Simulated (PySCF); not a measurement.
Species, as SMILES: F[SiH] (F-SiH) (closed-shell singlet).
Geometry (B3LYP-D3(BJ)/def2-TZVP, fixed):
```xyz
3

Si    -0.2468    -0.3148     0.4521
H     -0.9813    -1.2112    -0.5591
F      0.4929     0.6243    -0.6411
```

Basis-set convergence of the isotropic shielding of H2 at HF with PySCF. GIAO, no density fitting; atoms are numbered in the order shown. All functions are spherical. Core-valence sets carry the plain set on hydrogen. No added dispersion term, no relativity. Reference: the value in pcSseg-3, 23.60 ppm, itself unsure by roughly 0.03 ppm (its mean distance from pcseg-3, pcSseg-2). Deviations are taken from unrounded values. Cost is core time over that of cc-pCVTZ, rough, on shared machines of one kind; a dash marks a row that isn't timed (too short, read off another run, short of memory, by another algorithm or on other hardware).

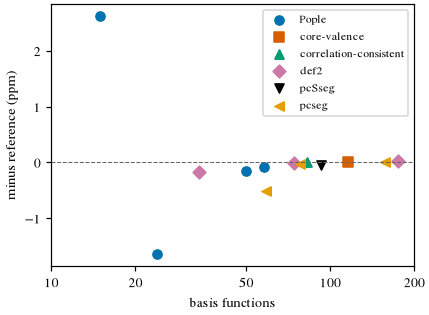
Figure: Deviation from the reference against the number of basis functions, by family of sets.

```csv
basis,functions,isotropic shielding of H2 (ppm),minus reference (ppm),cost
STO-3G,15,26.23,2.63,-
6-31G,24,21.95,-1.65,-
def2-SV(P),34,23.43,-0.16,-
6-311G**,50,23.45,-0.15,-
6-311+G**,58,23.52,-0.08,-
aug-pcseg-1,59,23.10,-0.50,-
def2-TZVP,74,23.59,-0.01,-
pcseg-2,78,23.58,-0.02,-
cc-pV(T+d)Z,83,23.61,0.01,-
pcSseg-2,93,23.55,-0.05,0.4×
cc-pCVTZ,116,23.60,0.00,1×
pcseg-3,157,23.61,0.01,4×
def2-QZVPPD,175,23.63,0.03,5×
```
